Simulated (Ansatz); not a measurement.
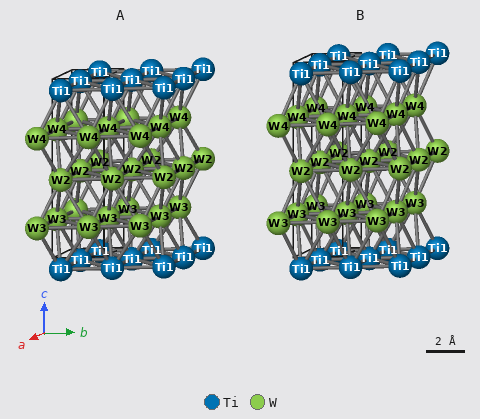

Two geometries of a crystal of TiW$_{3}$ (a generated structure, set up in P-6m2) (coarse preliminary run), drawn at one scale. One is the start of a relaxation, the other its converged end. A ball-and-stick model of the cell of the calculation, repeated 3 × 3 × 1 with one cell outlined, seen slightly off an axis.

Level of theory: DFT PBE, scalar-relativistic, plane waves, PAW (Ansatz 0.2.0). (plane-wave cutoff 420 eV; k-point mesh 6 × 6 × 2; occupations gaussian; smearing width 0.1 eV; no spin polarisation; cell and atoms relaxed; force threshold 0.04 eV/Å; at most 70 steps)

Q: Which of the two is the end point?

A: Structure A is the relaxed one. The largest moves relative to the cell, 0.008 Å, are those of W3 and W4. W4 goes along +c. Ti stays in place. Cell: a = b 2.679 → 2.799 Å (+4.5 %), c 10.660 → 9.785 Å (−8.2 %). Volume +0.2 %. Some distances before and after: Ti1–W3 3.081 → 2.925 Å, W2–W3 3.081 → 2.939 Å, Ti1–Ti1 2.679 → 2.799 Å, W2–W2 2.679 → 2.799 Å. The space group stays P-6m2 (No. 187). Over 4 accepted moves (6 points after the start) the energy falls by 0.652 eV per cell of the calculation. The largest force component goes from 0.59 to 0.012 eV/Å. Pressure: 5.91 GPa at the start and 0.29 GPa at the end. The line search rejected the trial step at point 2 of the run. At 1 point the geometry stayed and the basis and grid were re-selected for the new cell (energy shift of 0.4 meV per cell of the calculation at most each time).

Limits of the set-up: the k-point mesh is coarse for a cell with partly filled bands.
